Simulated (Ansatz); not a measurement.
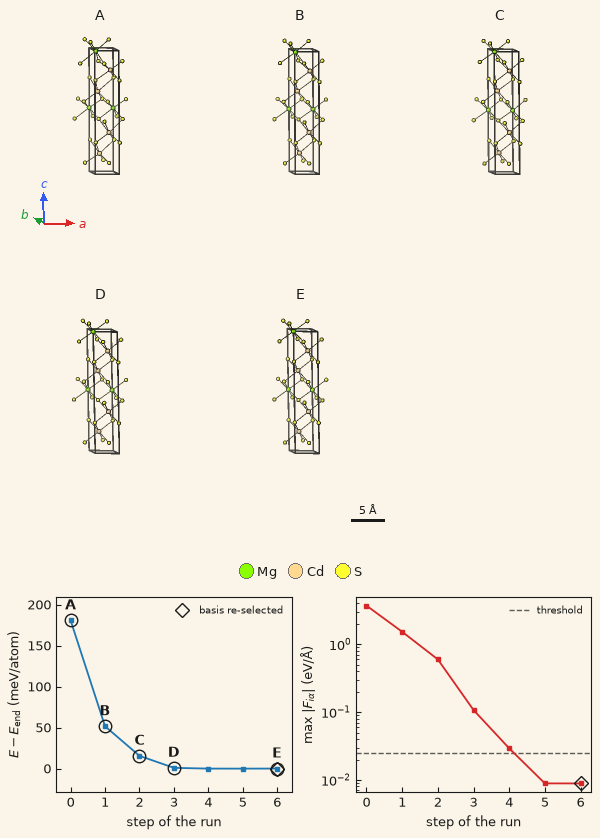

Frames of a relaxation of a crystal of MgCd$_{2}$S$_{3}$ (a generated structure, set up in P1) (coarse preliminary run), marked on the history of the run. The picture is a ball-and-stick view of the cell of the calculation, seen slightly off an axis.

The calculation used DFT PBE, scalar-relativistic, plane waves, PAW (Ansatz 0.2.0).

Input file:
```yaml
crystal:
  lattice:
    - [3.8143743118, 0.0208338045, 0.0329325645]
    - [-1.889144552, 3.3421059644, 0.0212996045]
    - [0.1614692899, 0.213812671, 18.9780531193]
  atoms:
    - { symbol: Mg, position: [1.0521082797, 0.0516346409, -0.0032170516] }
    - { symbol: Mg, position: [-0.0044105411, 0.972846529, 0.5155848854] }
    - { symbol: Cd, position: [0.3274163358, 0.5925334321, 0.1537780798] }
    - { symbol: Cd, position: [0.2801020913, 0.6727427687, 0.6548437605] }
    - { symbol: Cd, position: [0.651609607, 0.2850029595, 0.3306129584] }
    - { symbol: Cd, position: [0.7230524995, 0.338053732, 0.8375301868] }
    - { symbol: S, position: [0.0322078934, 0.0091511062, 0.2553485523] }
    - { symbol: S, position: [0.0243002312, 0.0066469827, 0.7598268859] }
    - { symbol: S, position: [0.6550263727, 0.3092032522, 0.0841804391] }
    - { symbol: S, position: [0.6224575274, 0.3625269325, 0.5786145928] }
    - { symbol: S, position: [0.3205645777, 0.6923674314, 0.4319164074] }
    - { symbol: S, position: [0.3155651253, 0.7072902329, 0.9009803032] }
basis:
  ecutwfc: 420
kpoints:
  mp_grid: { grid: [6, 6, 1] }
hamiltonian:
  xc: pbe
scf:
  occupations: { method: gaussian, width: 0.1 }
  lower_state_search: "off"
output:
  forces: true
  stress: true
  eigenvalues: true
relax:
  adjacent_minimum: "off"
  f_tol: 0.025
  max_steps: 60
  cell: { stress_tol: 0.25 }
```

Run as
```bash
ansatz run input.yaml --threads 1 --pin off --max-ram 2560MiB --backend cpu --events-out ev --progress --plain --runs-dir out
```

**What happens along the run?**

The atom that moves furthest relative to the cell is S12 (0.44 Å along [1 −2 1]). By element the largest moves are S 0.44 Å, Cd 0.34 Å, Mg 0.31 Å. Cell: a 3.815 → 3.827 Å (+0.3 %), b 3.839 → 3.828 Å (−0.3 %), c 18.980 → 18.754 Å (−1.2 %), α 89.4° → 90.0°, β 89.0° → 90.0°, γ 119.2° → 120.0°. Volume −1.9 %. Some distances before and after: Cd4–S8 3.221 → 2.734 Å, Mg1–S12 3.092 → 2.650 Å, Cd6–S12 2.362 → 2.740 Å, Cd5–S11 3.106 → 2.739 Å. Among the angles between lasting bonds that change: Cd6–S12–Cd6 107.8° → 88.6°, S12–Cd6–S12 107.8° → 88.6°, S7–Cd3–S9 163.7° → 179.8°. Within 0.06 Å the space group is P1 at the start and P-3m1 at the end; at a tighter tolerance small leftover displacements or strains of the cell lower it. The energy falls by 181 meV per atom in 5 accepted moves (6 points after the start). The largest force component goes from 3.7 to 0.0089 eV/Å. Pressure: 2.66 GPa at the start and 0.00 GPa at the end. The SCF was repeated once at an unchanged geometry on a basis and grid sized afresh for the cell, which shifted the energy by 0.1 meV per atom at most. From step 0 to 1: S12 moves most (0.19 Å), volume −0.3 %, energy −129 meV per atom. From step 1 to 2: S9 moves most (0.20 Å), volume −0.3 %, energy −36.1 meV per atom. From step 2 to 3: S10 moves most (0.20 Å), volume −1.3 %, energy −14.7 meV per atom. From step 3 to 6: S8 moves most (0.09 Å), energy −0.9 meV per atom.

| step | E − E(0), meV/atom | largest force component, eV/Å | pressure, GPa | volume, Å³/atom | note |
| --- | --- | --- | --- | --- | --- |
| 0 | 0.00 | 3.7172 | 2.66 | 20.219 |  |
| 1 | -129.11 | 1.5299 | 0.65 | 20.160 |  |
| 2 | -165.16 | 0.5984 | -0.10 | 20.092 |  |
| 3 | -179.83 | 0.1074 | 0.05 | 19.835 |  |
| 4 | -180.74 | 0.0292 | 0.04 | 19.815 |  |
| 5 | -180.77 | 0.0089 | 0.00 | 19.827 |  |
| 6 | -180.70 | 0.0089 | 0.00 | 19.827 | same geometry, new basis |
